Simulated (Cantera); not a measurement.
Feed: 1 mol Si3N4, 0.013 mol H2O, 5.9 mol N2, held at 1802 °C.

Method: chemical equilibrium by Gibbs-energy minimisation in Cantera with the NASA 1993 tables (ideal gas, pure condensed phases). Candidate condensed phases: H2O, Si, SiO2, Si2N2O, Si3N4; 35 gas species. Mutual solubility and eutectic melting of coexisting phases are not modelled. The tables' values for SiN are old estimates; treat these amounts as uncertain. Equilibrium is a limit: real reactors are often held back by kinetics, nucleation or transport.

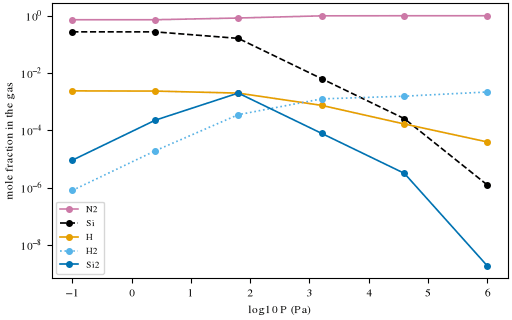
Figure. Equilibrium gas composition (values under 1e-9 drawn at 1e-9)

From 0.000750 Torr to 0.0188 Torr nothing is condensed. From 0.473 Torr to 300 Torr the condensed part is Si(l). At 7500 Torr the condensed part is Si2N2O(s) + Si3N4(s). The main Si-bearing gas is Si at 0.000750 Torr and SiO at 7500 Torr.
